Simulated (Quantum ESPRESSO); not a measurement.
# BAs (F-43m): modes at Γ and the response to a field, part 2 of 2

Aim: the zone-centre modes of BAs (F-43m).

Quantum ESPRESSO 7.5; DFT LDA, scalar-relativistic, plane waves, PseudoDojo norm-conserving pseudopotentials.

So far. Step 2 (A first look): A gap of 1.2 eV opens on this mesh, so the crystal is taken as an insulator; the start stands at -3.9 GPa. Step 4 (Ground state): The cell stands at -0.009 GPa, close enough for phonons. The relaxed cell has a = 4.732 Å (conventional setting).

**5. Zone-centre response**

At q = 0 one unit cell holds all displacements; symmetry groups them into irreducible representations that are solved one by one. The response to a field gives ε∞ and the Born charges, which polar modes need.

Contents of ph.in:

```
phonons
 &inputph
    prefix='x',
    outdir='./tmp',
    fildyn='g.dyn',
    tr2_ph=1.0d-18,
    epsil=.true.,
 /
0.000000000000 0.000000000000 0.000000000000
```

The run is started by

```console
$ OMP_NUM_THREADS=1 mpirun -n 4 ph.x -nk 4 -in ph.in > ph.out
```

The program printed:

```text
[banners, grids, parts of the stress and lines that vanish by symmetry left out]
[banner, memory and clock lines left out]
Program PHONON v.7.5

     ./tmp/x.save/

     IMPORTANT: XC functional enforced from input :
     Exchange-correlation= PW
                           (   1   4   0   0   0   0   0)
     Any further DFT definition will be discarded
     Please, verify this is what you really want

     G-vector sticks info

     Reading collected, re-writing distributed wavefunctions in ./tmp/

     Number and degeneracy of irreps per q-point
       N         xq(1)         xq(2)         xq(3)   N irreps
       1   0.000000000   0.000000000   0.000000000       2
        3   3

     Calculation of q =    0.0000000   0.0000000   0.0000000

     phonons

     bravais-lattice index     =            0
     lattice parameter (alat)  =       6.3229  a.u.
     unit-cell volume          =     178.7491 (a.u.)^3
     number of atoms/cell      =            2
     number of atomic types    =            2
     kinetic-energy cut-off    =      88.0000  Ry
     charge density cut-off    =     352.0000  Ry
     convergence threshold     =      1.0E-18
     beta                      =       0.7000
     number of iterations used =            4
     Exchange-correlation= PW
                           (   1   4   0   0   0   0   0)

     celldm(1)=    6.32295  celldm(2)=    0.00000  celldm(3)=    0.00000
     celldm(4)=    0.00000  celldm(5)=    0.00000  celldm(6)=    0.00000

     crystal axes: (cart. coord. in units of alat)
               a(1) = ( -0.7071  0.0000  0.7071 )
               a(2) = (  0.0000  0.7071  0.7071 )
               a(3) = ( -0.7071  0.7071  0.0000 )

     reciprocal axes: (cart. coord. in units 2 pi/alat)
               b(1) = ( -0.7071 -0.7071  0.7071 )
               b(2) = (  0.7071  0.7071  0.7071 )
               b(3) = ( -0.7071  0.7071 -0.7071 )

     Atoms inside the unit cell:

     Cartesian axes

     site n.  atom      mass           positions (alat units)
        1  B      10.8100   tau(    1) = (    0.00000    0.00000    0.00000  )
        2  As     74.9216   tau(    2) = (   -0.35355    0.35355    0.35355  )

     Computing dynamical matrix for
                    q = (   0.0000000   0.0000000   0.0000000 )

     25 Sym.Ops. (with q -> -q+G )

     G cutoff =  356.4694  (  19891 G-vectors)     FFT grid: ( 40, 40, 40)
     number of k points=    29
                       cart. coord. in units 2pi/alat
        k(    1) = (   0.0000000   0.0000000   0.0000000), wk =   0.0039062
        k(    2) = (  -0.0883883   0.0883883  -0.0883883), wk =   0.0312500
        k(    3) = (  -0.1767767   0.1767767  -0.1767767), wk =   0.0312500
        [... further k-points left out ...]

     PseudoPot. # 1 for B  read from file:
     ./pseudo/B.upf
     Pseudo is Norm-conserving + core correction, Zval =  3.0
     Using radial grid of 1498 points,  4 beta functions with:
                l(1) =   0
                l(2) =   0
                l(3) =   1
                l(4) =   1

     PseudoPot. # 2 for As read from file:
     ./pseudo/As.upf
     Pseudo is Norm-conserving + core correction, Zval = 15.0
     Using radial grid of 1326 points,  6 beta functions with:
                l(1) =   0
                l(2) =   0
                l(3) =   1
                l(4) =   1
                l(5) =   2
                l(6) =   2

     Mode symmetry, T_d (-43m)  point group:

     Electric field:
     Dielectric constant
     Born effective charges as d Force / d E

     Atomic displacements:
     There are    2 irreducible representations

     Representation     1      3 modes -  To be done

     Representation     2      3 modes -  To be done

     Alpha used in Ewald sum =   2.8000

     Electric Fields Calculation

      iter #   1   av.it.:   8.0
      thresh= 1.000E-02 alpha_mix =  0.700 |ddv_scf|^2 =  9.278E-08

      iter #   2   av.it.:  14.6
      thresh= 3.046E-05 alpha_mix =  0.700 |ddv_scf|^2 =  3.835E-09

      iter #   3   av.it.:  15.1
      thresh= 6.193E-06 alpha_mix =  0.700 |ddv_scf|^2 =  2.763E-10

      iter #   4   av.it.:  14.8
      thresh= 1.662E-06 alpha_mix =  0.700 |ddv_scf|^2 =  2.630E-12

      iter #   5   av.it.:  14.5
      thresh= 1.622E-07 alpha_mix =  0.700 |ddv_scf|^2 =  1.330E-13

      iter #   6   av.it.:  14.6
      thresh= 3.647E-08 alpha_mix =  0.700 |ddv_scf|^2 =  5.759E-16

      iter #   7   av.it.:  14.5
      thresh= 2.400E-09 alpha_mix =  0.700 |ddv_scf|^2 =  2.933E-17

      iter #   8   av.it.:  14.8
      thresh= 5.416E-10 alpha_mix =  0.700 |ddv_scf|^2 =  3.106E-20

     End of electric fields calculation

          Dielectric constant in cartesian axis

          (      10.003353618       0.000000000      -0.000000000 )
          (       0.000000000      10.003353618      -0.000000000 )
          (       0.000000000      -0.000000000      10.003353618 )

          Effective charges (d Force / dE) in cartesian axis without acoustic sum rule applied (asr)

           atom    1  B     Mean Z*:       -0.57799
      Ex  (       -0.57799        0.00000       -0.00000 )
      Ey  (       -0.00000       -0.57799       -0.00000 )
      Ez  (        0.00000       -0.00000       -0.57799 )
           atom    2  As    Mean Z*:        0.49295
      Ex  (        0.49295       -0.00000        0.00000 )
      Ey  (       -0.00000        0.49295       -0.00000 )
      Ez  (       -0.00000       -0.00000        0.49295 )

          Effective charges Sum: Mean:       -0.08504
             -0.08504       -0.00000       -0.00000
             -0.00000       -0.08504       -0.00000
              0.00000       -0.00000       -0.08504

          Effective charges (d Force / dE) in cartesian axis with asr applied:
           atom    1  B     Mean Z*:       -0.53547
      E*x (       -0.53547        0.00000       -0.00000 )
      E*y (        0.00000       -0.53547       -0.00000 )
      E*z (        0.00000       -0.00000       -0.53547 )
           atom    2  As    Mean Z*:        0.53547
      E*x (        0.53547       -0.00000        0.00000 )
      E*y (       -0.00000        0.53547        0.00000 )
      E*z (       -0.00000        0.00000        0.53547 )

     Representation #   1 modes #   1   2   3

     Self-consistent Calculation

      iter #   1   av.it.:  10.9
      thresh= 1.000E-02 alpha_mix =  0.700 |ddv_scf|^2 =  6.854E-06

      iter #   2   av.it.:  15.3
      thresh= 2.618E-04 alpha_mix =  0.700 |ddv_scf|^2 =  1.024E-06

      iter #   3   av.it.:  14.9
      thresh= 1.012E-04 alpha_mix =  0.700 |ddv_scf|^2 =  1.072E-09

      iter #   4   av.it.:  14.7
      thresh= 3.274E-06 alpha_mix =  0.700 |ddv_scf|^2 =  2.374E-11

      iter #   5   av.it.:  13.8
      thresh= 4.873E-07 alpha_mix =  0.700 |ddv_scf|^2 =  4.943E-13

      iter #   6   av.it.:  14.7
      thresh= 7.030E-08 alpha_mix =  0.700 |ddv_scf|^2 =  4.127E-15

      iter #   7   av.it.:  13.9
      thresh= 6.424E-09 alpha_mix =  0.700 |ddv_scf|^2 =  1.369E-16

      iter #   8   av.it.:  14.6
      thresh= 1.170E-09 alpha_mix =  0.700 |ddv_scf|^2 =  8.232E-19

     End of self-consistent calculation

     Convergence has been achieved

     Representation #   2 modes #   4   5   6

     Self-consistent Calculation

      iter #   1   av.it.:   6.9
      thresh= 1.000E-02 alpha_mix =  0.700 |ddv_scf|^2 =  2.849E-08

      iter #   2   av.it.:  14.5
      thresh= 1.688E-05 alpha_mix =  0.700 |ddv_scf|^2 =  1.878E-10

      iter #   3   av.it.:  15.2
      thresh= 1.370E-06 alpha_mix =  0.700 |ddv_scf|^2 =  1.403E-11

      iter #   4   av.it.:  15.1
      thresh= 3.746E-07 alpha_mix =  0.700 |ddv_scf|^2 =  1.265E-12

      iter #   5   av.it.:  14.9
      thresh= 1.125E-07 alpha_mix =  0.700 |ddv_scf|^2 =  2.506E-15

      iter #   6   av.it.:  15.1
      thresh= 5.006E-09 alpha_mix =  0.700 |ddv_scf|^2 =  2.844E-17

      iter #   7   av.it.:  14.9
      thresh= 5.333E-10 alpha_mix =  0.700 |ddv_scf|^2 =  8.194E-19

     End of self-consistent calculation

     Convergence has been achieved

     Number of q in the star =    1
     List of q in the star:
          1   0.000000000   0.000000000   0.000000000

          Dielectric constant in cartesian axis

          (      10.003353618       0.000000000      -0.000000000 )
          (       0.000000000      10.003353618      -0.000000000 )
          (       0.000000000      -0.000000000      10.003353618 )

          Effective charges (d Force / dE) in cartesian axis without acoustic sum rule applied (asr)

           atom    1  B     Mean Z*:       -0.57799
      Ex  (       -0.57799        0.00000       -0.00000 )
      Ey  (       -0.00000       -0.57799       -0.00000 )
      Ez  (        0.00000       -0.00000       -0.57799 )
           atom    2  As    Mean Z*:        0.49295
      Ex  (        0.49295       -0.00000        0.00000 )
      Ey  (       -0.00000        0.49295       -0.00000 )
      Ez  (       -0.00000       -0.00000        0.49295 )

          Effective charges Sum: Mean:       -0.08504
             -0.08504       -0.00000       -0.00000
             -0.00000       -0.08504       -0.00000
              0.00000       -0.00000       -0.08504

          Effective charges (d Force / dE) in cartesian axis with asr applied:
           atom    1  B     Mean Z*:       -0.53547
      E*x (       -0.53547        0.00000       -0.00000 )
      E*y (        0.00000       -0.53547       -0.00000 )
      E*z (        0.00000       -0.00000       -0.53547 )
           atom    2  As    Mean Z*:        0.53547
      E*x (        0.53547       -0.00000        0.00000 )
      E*y (       -0.00000        0.53547        0.00000 )
      E*z (       -0.00000        0.00000        0.53547 )

     Diagonalizing the dynamical matrix

     q = (    0.000000000   0.000000000   0.000000000 )

 **************************************************************************
     freq (    1) =       0.099422 [THz] =       3.316369 [cm-1]
     freq (    2) =       0.099422 [THz] =       3.316369 [cm-1]
     freq (    3) =       0.099422 [THz] =       3.316369 [cm-1]
     freq (    4) =      21.012993 [THz] =     700.918010 [cm-1]
     freq (    5) =      21.012993 [THz] =     700.918010 [cm-1]
     freq (    6) =      21.012993 [THz] =     700.918010 [cm-1]
 **************************************************************************

     Mode symmetry, T_d (-43m)  point group:

     freq (   1-   3) =          3.3  [cm-1]   --> T_2  G_15 P_4   I+R
     freq (   4-   6) =        700.9  [cm-1]   --> T_2  G_15 P_4   I+R
```

Run time: 1.7 min. Hardware: 4 MPI ranks of Arm Neoverse V1, shared host.

This step gave:

| Property | Result |
| --- | --- |
| miss of the charge sum rule | 0.08504 e |
| largest acoustic frequency at the zone centre before the sum rule | 3.32 cm⁻¹ |
| highest optical zone-centre mode (no LO-TO term) | 700.9 cm⁻¹ |
| lowest optical zone-centre mode | 700.9 cm⁻¹ |
| mean high-frequency dielectric constant | 10.00 |
| largest Born charge in size (third of the trace) | 0.578 e |

Born charge (rows field, columns displacement), before the sum rule (e), principal values of the symmetric part by kind of site:

| atom | atoms with these values | low | middle | high | mean |
| --- | --- | --- | --- | --- | --- |
| B1 | 1 | -0.5780 | -0.5780 | -0.5780 | -0.5780 |
| As2 | 1 | 0.4930 | 0.4930 | 0.4930 | 0.4930 |

In full for B1:

```
-0.5780  0.0000  0.0000
 0.0000 -0.5780  0.0000
 0.0000  0.0000 -0.5780
```

High-frequency dielectric tensor:

```
10.00  0.00  0.00
 0.00 10.00  0.00
 0.00  0.00 10.00
```

The acoustic modes at Γ come out as far as 3.3 cm⁻¹ from zero, where they should vanish, a small numerical error; the Born charges miss their sum rule by 0.085 e, too much: mesh or cutoff is short for the field response.

**6. Modes with the sum rule**

A rigid shift of the crystal must cost nothing, but grids and finite bases break this; the acoustic sum rule is imposed before the matrix is diagonalised again. With Born charges the intensities follow, and the static dielectric tensor.

Contents of dynmat.in:

```
 &input
    fildyn='g.dyn',
    asr='simple',
    fileig='dynmat.eig',
    lperm=.true.,
 /
```

The run is started by

```console
$ dynmat.x -in dynmat.in > dynmat.out
```

The program printed:

```text
[banner, memory and clock lines left out]
Program DYNMAT v.7.5

     Reading Dynamical Matrix from file g.dyn
     ...Force constants read
     ...epsilon and Z* read
     A direction for q was not specified:TO-LO splitting will be absent

     Polarizability (A^3 units)
     multiply by 0.249930 for Clausius-Mossotti correction
        18.977620    0.000000    0.000000
         0.000000   18.977620   -0.000000
        -0.000000   -0.000000   18.977620

     IR activities are in (D/A)^2/amu units

# mode   [cm-1]    [THz]      IR
    1     -0.00   -0.0000    0.0000
    2     -0.00   -0.0000    0.0000
    3      0.00    0.0000    0.0000
    4    700.90   21.0126    0.7002
    5    700.90   21.0126    0.7002
    6    700.90   21.0126    0.7002

Electronic dielectric permittivity tensor (relative, adimensional)
        10.003354    0.000000    0.000000
         0.000000   10.003354   -0.000000
        -0.000000   -0.000000   10.003354

 ... with zone-center polar mode contributions
        10.118125   -0.000000    0.000000
        -0.000000   10.118125   -0.000000
         0.000000   -0.000000   10.118125
```

The job ended after 0.46 s (1 thread).

Numbers from this step:

* mean static dielectric constant: 10.12

Unit eigenvectors of the mass-weighted matrix after the sum rule; no LO-TO term. Modes at Γ, with each element's share of the kinetic energy:

| mode | frequency (cm⁻¹) | symmetry | B % | As % |
| --- | --- | --- | --- | --- |
| 1 | 0.0 | acoustic | 13 | 87 |
| 2 | 0.0 | acoustic | 13 | 87 |
| 3 | 0.0 | acoustic | 13 | 87 |
| 4 | 700.9 | T2 | 87 | 13 |
| 5 | 700.9 | T2 | 87 | 13 |
| 6 | 700.9 | T2 | 87 | 13 |

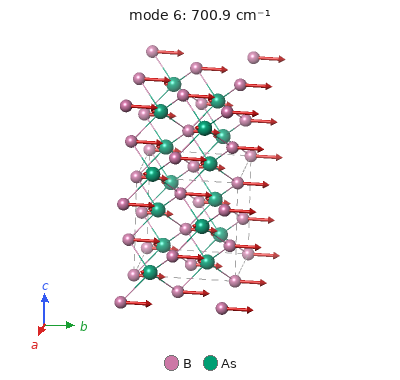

Displacement patterns of mode 6 at Γ; arrows are exaggerated. Bonds to atoms that aren't drawn are left out. 2×1×2 conventional cells are drawn. Some periodic images of atoms are drawn too.

Degenerate modes summed, no LO-TO term. Infrared lines, with heights relative to the strongest:

```csv
position (cm⁻¹),lines merged,label,"IR intensity, relative"
701,3,T2,100
```

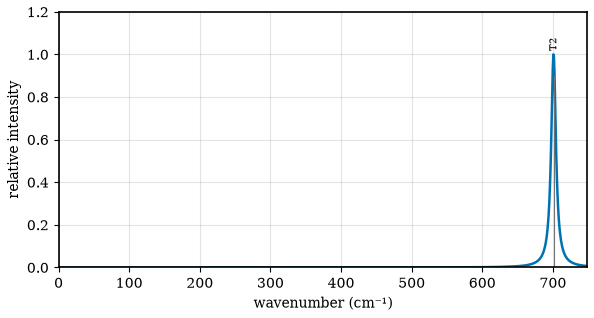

The infrared spectrum, broadened with Lorentzians of width 8 cm⁻¹; bars mark the lines.

Static dielectric tensor (ions relaxed, fixed cell):

```
10.12  0.00  0.00
 0.00 10.12  0.00
 0.00  0.00 10.12
```

The rule moves no optical mode by more than 0.1 cm⁻¹.

**7. Modes along a direction of q (1 0 0)**

A longitudinal polar mode sets up a macroscopic field that stiffens it; the term hangs on the direction from which q goes to zero.

Contents of dynmat.in:

```
 &input
    fildyn='g.dyn',
    asr='simple',
    fileig='dynmat.eig',
    q(1)=1.0,
    q(2)=0.0,
    q(3)=0.0,
 /
```

The run is started by

```console
$ dynmat.x -in dynmat.in > dynmat.out
```

The program printed:

```text
[banner, memory and clock lines left out]
Program DYNMAT v.7.5

     Reading Dynamical Matrix from file g.dyn
     ...Force constants read
     ...epsilon and Z* read

     Polarizability (A^3 units)
     multiply by 0.249930 for Clausius-Mossotti correction
        18.977620    0.000000    0.000000
         0.000000   18.977620   -0.000000
        -0.000000   -0.000000   18.977620

     IR activities are in (D/A)^2/amu units

# mode   [cm-1]    [THz]      IR
    1     -0.00   -0.0000    0.0000
    2      0.00    0.0000    0.0000
    3      0.00    0.0000    0.0000
    4    700.90   21.0126    0.7002
    5    700.90   21.0126    0.7002
    6    704.91   21.1328    0.7002
```

Run time: 0.46 s. Hardware: 1 thread.

Numbers from this step:

* highest mode moved by the LO-TO term: 704.9 cm⁻¹

Zone-centre frequencies as printed; negative means imaginary. Modes:

| mode | frequency (cm⁻¹) |
| --- | --- |
| 1 | 0 |
| 2 | 0 |
| 3 | 0 |
| 4 | 700.9 |
| 5 | 700.9 |
| 6 | 704.9 |

The field moves one mode, from 701 to 705 cm⁻¹; the others stay.

**8. Summary of results**

| Quantity | Value |
| --- | --- |
| space group after relaxation | F-43m |
| volume per atom | 13.2 Å³ |
| gap on the k-mesh | 1.13 eV |
| highest optical zone-centre mode (no LO-TO term) | 700.9 cm⁻¹ |
| highest mode moved by the LO-TO term (probably not converged in the k mesh) | 704.9 cm⁻¹ |
| mean high-frequency dielectric constant (probably not converged in the k mesh) | 10.0 |
| largest Born charge in size (third of the trace) (probably not converged in the k mesh) | 0.578 e |
| mean static dielectric constant (probably not converged in the k mesh) | 10.1 |
| imaginary optical modes at the zone centre (no q mesh in this session) | none |

In words: At the LDA level the optical modes of BAs (F-43m) at the zone centre (no LO-TO term) lie at 701 cm⁻¹. Along the directions run, the highest mode that the macroscopic field moves lies at 705 cm⁻¹. Lattice motion raises the mean dielectric constant from 10.00 to 10.12. The Born charges miss their sum rule by 0.085 e, a sign that the k mesh or the cutoff is short for the field response. ε∞, the Born charges and what follows from them are probably not converged in the k mesh. The Lyddane-Sachs-Teller relation holds: (ωLO/ωTO)² is 1.01 and ε₀/ε∞ is 1.01. These are harmonic frequencies at zero temperature: anharmonic shifts and linewidths and thermal expansion are left out.

[Host names and launcher messages were left out of these logs when they were recorded.]

[Logs are printed without paths, hosts, clocks, repeated set-up lines and the standing remarks that a program may print on its own settings, such as how far it seeks lower states.]

[Hosts, paths, dates, database ids (printed as entryN), source tags and the programs' standing remarks are cut or masked in the printed files.]
